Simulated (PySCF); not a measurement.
**Two runs on C₅H₈BFO₂**

System: C₅H₈BFO₂.
Method of the first run: GIAO PBE0/pcSseg-1 NMR shielding, non-relativistic, IEF-PCM acetonitrile (PySCF 2.14.0).

The geometry comes from this level: PBE0-D3(BJ)/def2-SVP. Text and figures count atoms from 1; the logs count them from 0 in places.

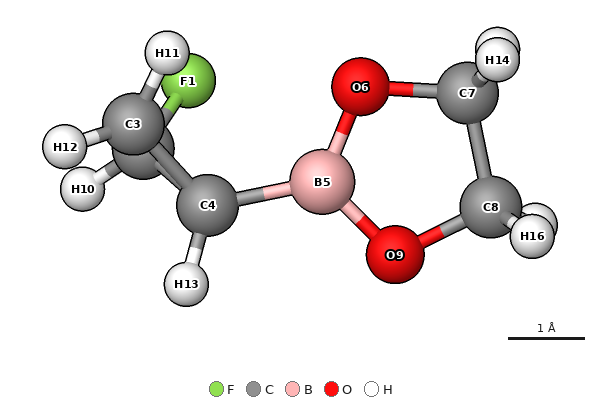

**Figure 1.** The structure (ball-and-stick view, seen at a tilt; atoms are numbered from 1 in the order of the input). Bond lengths as drawn: B–C 1.55 Å, B–O 1.37 Å, C–C 1.47 to 1.54 Å, C–F 1.36 Å, C–H 1.09 to 1.10 Å and C–O 1.42 Å.

**The input, the first run**
```
{"job": {"kind": "nmr", "xc": "PBE0", "basis": "pcSseg-1", "solvent": "acetonitrile", "pop": true}, "charge": 0, "multiplicity": 1}
F     -1.792020     0.222404    -1.571310
C     -2.237457    -0.446507    -0.477517
C     -2.351320     0.274220     0.803712
C     -1.259677    -0.774030     0.612930
B      0.208689    -0.292158     0.471981
O      0.559657     0.998376     0.197418
C      1.970612     1.071082     0.111739
C      2.464390    -0.359966     0.419423
O      1.286227    -1.119748     0.621025
H     -2.985985    -1.198466    -0.748980
H     -2.014164     1.314315     0.807839
H     -3.194426     0.050406     1.462403
H     -1.399862    -1.748176     1.091323
H      2.345063     1.811767     0.836466
H      2.259828     1.408727    -0.896425
H      3.090416    -0.406212     1.325249
H      3.042337    -0.793913    -0.412120
```

The first line tells a small driver script what to run in PySCF; the rest is the geometry in Å.

Command:
```bash
OMP_NUM_THREADS=1 python <driver script> task.json out
```

Hardware: 1 CPU thread, shared host.

**Output (the first run)**
```
coarse grid: 14736 points
cycle   1  E = -469.7886939386  dE =  1.514e+00  |g| = 8.417e-01  |ddm| = 3.620e+00
cycle   2  E = -469.6825526964  dE =  1.061e-01  |g| = 1.166e+00  |ddm| = 1.224e+00
cycle   3  E = -469.9112297817  dE = -2.287e-01  |g| = 8.035e-02  |ddm| = 7.530e-01
cycle   4  E = -469.9123267760  dE = -1.097e-03  |g| = 3.488e-02  |ddm| = 7.240e-02
cycle   5  E = -469.9126004053  dE = -2.736e-04  |g| = 6.093e-03  |ddm| = 2.828e-02
cycle   6  E = -469.9126077753  dE = -7.370e-06  |g| = 1.914e-03  |ddm| = 4.897e-03
final grid: 144248 points
cycle   7  E = -469.9912285150  dE = -4.305e-05  |g| = 1.228e-02  |ddm| = 3.043e-02
cycle   8  E = -469.9911984607  dE =  3.005e-05  |g| = 1.807e-02  |ddm| = 1.760e-02
cycle   9  E = -469.9912569738  dE = -5.851e-05  |g| = 9.295e-04  |ddm| = 1.018e-02
cycle  10  E = -469.9912571464  dE = -1.726e-07  |g| = 2.465e-04  |ddm| = 8.077e-04
cycle  11  E = -469.9912571561  dE = -9.742e-09  |g| = 1.156e-04  |ddm| = 2.114e-04
cycle  12  E = -469.9912571583  dE = -2.182e-09  |g| = 2.715e-05  |ddm| = 8.119e-05
cycle  13  E = -469.9912571584  dE = -1.319e-10  |g| = 5.162e-06  |ddm| = 2.113e-05
converged SCF energy = -469.9912571584

GIAO shielding tensors (ppm)
atom      isotropic    diamagn.    paramagn.     s11        s22        s33       span
  0 F      414.958     477.069     -62.111    374.311    408.443    462.120     87.809
  1 C      110.229     242.681    -132.452     56.826     84.636    189.225    132.399
  2 C      172.020     256.872     -84.853    148.057    164.064    203.938     55.881
  3 C      181.279     254.396     -73.117    143.046    174.471    226.319     83.273
  4 B       67.988     195.366    -127.378     46.423     76.992     80.549     34.127
  5 O      212.998     396.961    -183.963     83.602    268.973    286.419    202.817
  6 C      116.329     244.283    -127.954     79.342    102.657    166.987     87.645
  7 C      115.787     246.240    -130.454     78.161    102.866    166.333     88.173
  8 O      208.045     396.146    -188.101     75.112    261.989    287.033    211.921
  9 H       26.523      28.597      -2.074     21.255     25.578     32.736     11.481
 10 H       30.073      31.778      -1.705     24.105     29.529     36.585     12.480
 11 H       30.261      29.265       0.996     24.588     25.696     40.498     15.910
 12 H       30.878      31.440      -0.561     23.957     27.986     40.693     16.737
 13 H       26.889      27.621      -0.732     22.817     25.144     32.706      9.890
 14 H       26.962      28.487      -1.525     22.892     25.213     32.780      9.888
 15 H       26.834      27.427      -0.594     22.842     25.008     32.651      9.808
 16 H       26.869      28.132      -1.264     23.097     24.969     32.539      9.442
```

For the second run the input was changed thus:
```diff
-"solvent": "acetonitrile"
-"pop": true
+"solvent": "methanol"
+"pop": false
```

Predict how the results change.

The total energy of the second run is 0.03 kcal/mol higher: the change of the electrostatic solvation energy at this fixed geometry, without cavity or dispersion terms. No shielding changes by as much as 0.05 ppm. The number of SCF iterations is the same.

**Output (the second run)**
```
coarse grid: 14736 points
cycle   1  E = -469.7886162842  dE =  1.514e+00  |g| = 8.417e-01  |ddm| = 3.620e+00
cycle   2  E = -469.6824079636  dE =  1.062e-01  |g| = 1.166e+00  |ddm| = 1.225e+00
cycle   3  E = -469.9111837230  dE = -2.288e-01  |g| = 8.036e-02  |ddm| = 7.533e-01
cycle   4  E = -469.9122808379  dE = -1.097e-03  |g| = 3.489e-02  |ddm| = 7.242e-02
cycle   5  E = -469.9125546354  dE = -2.738e-04  |g| = 6.094e-03  |ddm| = 2.829e-02
cycle   6  E = -469.9125620104  dE = -7.375e-06  |g| = 1.913e-03  |ddm| = 4.899e-03
final grid: 144248 points
cycle   7  E = -469.9911829594  dE = -4.305e-05  |g| = 1.228e-02  |ddm| = 3.043e-02
cycle   8  E = -469.9911529071  dE =  3.005e-05  |g| = 1.807e-02  |ddm| = 1.760e-02
cycle   9  E = -469.9912114164  dE = -5.851e-05  |g| = 9.292e-04  |ddm| = 1.018e-02
cycle  10  E = -469.9912115889  dE = -1.725e-07  |g| = 2.464e-04  |ddm| = 8.079e-04
cycle  11  E = -469.9912115987  dE = -9.733e-09  |g| = 1.154e-04  |ddm| = 2.113e-04
cycle  12  E = -469.9912116009  dE = -2.170e-09  |g| = 2.720e-05  |ddm| = 8.112e-05
cycle  13  E = -469.9912116010  dE = -1.387e-10  |g| = 5.164e-06  |ddm| = 2.114e-05
converged SCF energy = -469.9912116010

GIAO shielding tensors (ppm)
atom      isotropic    diamagn.    paramagn.     s11        s22        s33       span
  0 F      414.929     477.065     -62.136    374.272    408.414    462.100     87.828
  1 C      110.233     242.677    -132.444     56.835     84.644    189.220    132.385
  2 C      172.020     256.868     -84.849    148.057    164.065    203.938     55.882
  3 C      181.278     254.393     -73.115    143.047    174.469    226.318     83.271
  4 B       67.989     195.365    -127.376     46.426     76.993     80.548     34.121
  5 O      212.974     396.954    -183.980     83.573    268.935    286.414    202.840
  6 C      116.330     244.282    -127.951     79.345    102.663    166.982     87.637
  7 C      115.788     246.240    -130.452     78.163    102.873    166.328     88.165
  8 O      208.031     396.140    -188.109     75.102    261.956    287.034    211.932
  9 H       26.525      28.599      -2.075     21.256     25.581     32.737     11.481
 10 H       30.072      31.776      -1.704     24.103     29.528     36.584     12.481
 11 H       30.263      29.266       0.996     24.590     25.699     40.499     15.909
 12 H       30.880      31.441      -0.561     23.958     27.987     40.693     16.735
 13 H       26.890      27.623      -0.733     22.818     25.145     32.707      9.889
 14 H       26.963      28.488      -1.526     22.893     25.214     32.781      9.887
 15 H       26.835      27.429      -0.594     22.844     25.009     32.651      9.808
 16 H       26.870      28.134      -1.264     23.098     24.971     32.540      9.441
```

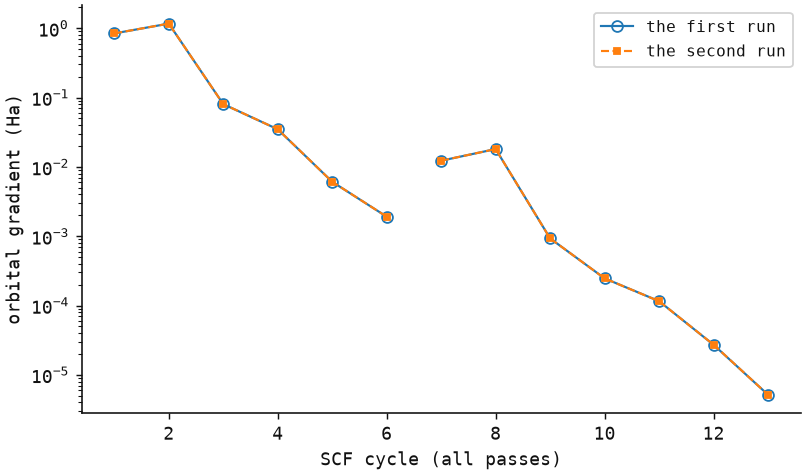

**Figure 2.** Convergence of the two runs: orbital gradient against the SCF cycle. A break in a curve parts two SCF passes (coarse and final grid). The first run takes 13 cycles in all, and the second run takes 13.

**The two runs side by side**

```csv
quantity,the first run,the second run
outcome,converged,converged
total energy (hartree),−469.991257,−469.991212
HOMO (eV),−7.89,−7.89
LUMO (eV),0.98,0.98
dipole moment (D),2.01,2.01
shielding of F1 (ppm),415.0,414.9
shielding of C2 (ppm),110.2,110.2
shielding of O6 (ppm),213.0,213.0
shielding of C7 (ppm),116.3,116.3
shielding of O9 (ppm),208.0,208.0
shielding of H10 (ppm),26.5,26.5
shielding of H12 (ppm),30.3,30.3
SCF iterations,13,13
basis functions,193,193
wall time (shared host),30 s,28 s
```
